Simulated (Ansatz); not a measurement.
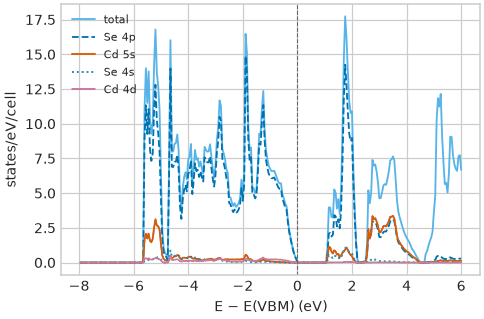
*Total and projected density of states of CdSe₂ in space group Pa-3 (No. 205; Cd on 4a, Se on 8c), plane-wave PAW r²SCAN (Ansatz code)*

Q: Which orbitals carry the states next to the gap?

A: Top 1 eV of the valence band: Se 4p 93 %. Bottom 1 eV of the conduction band: Se 4p 75 %, Cd 5s 9 %, Se 4s 7 %, outside the projected shells 8 %. Projections are on Löwdin-orthogonalised atomic valence shells; empty p or d shells of many metals are not among them.

Q: Where is the tallest occupied peak in this window, and what makes it?

A: Near -5.2 eV, about 17 states/eV per cell; the largest projected share is Se 4p.

The first step of the workflow began from a Materials Project structure, measured or hypothetical; the Crystallography Open Database copy checked does not list it. Its standing as an ambient phase is unchecked. Symmetry was held in the r²SCAN relaxation; its stability against distortions is not shown here. Scalar-relativistic: spin–orbit coupling is off unless named, which matters more the heavier the elements.

Potentials: the later of the program's two PAW sets.
